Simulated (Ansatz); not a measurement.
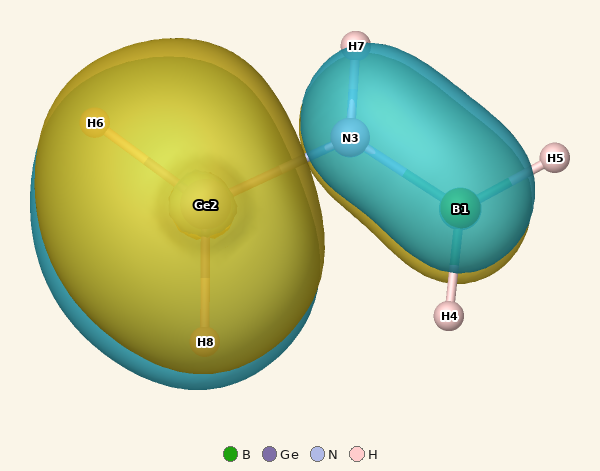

BGeH5N (charge +1). The LUMO at ±0.06 Å⁻³ᐟ² (yellow and cyan are the two phases), seen across its widest extent.

Geometry: PBE0-D4/def2-TZVP.

These are results of RKS PBE0-D4/def2-TZVPP (Ansatz), not measurements.

```
atom    x (Å)    y (Å)    z (Å)
   B   0.5980  -0.4607  -1.2034
  Ge  -1.2261   0.6728   0.5989
   N   0.3740   0.1712   0.0773
   H  -0.3571  -0.6283  -1.8959
   H   1.7038  -0.7740  -1.4928
   H  -1.3702   1.3306   1.9623
   H   1.1608   0.3327   0.6975
   H  -2.3496   0.3979  -0.3827
```

Where does this orbital lie, and at what energy?

Its weight (Hirshfeld) is mainly on Ge2 (about 75 %), N3 (about 10 %) and B1 (about 5 %); it changes sign across the molecular plane (π type). Its energy is −8.62 eV.
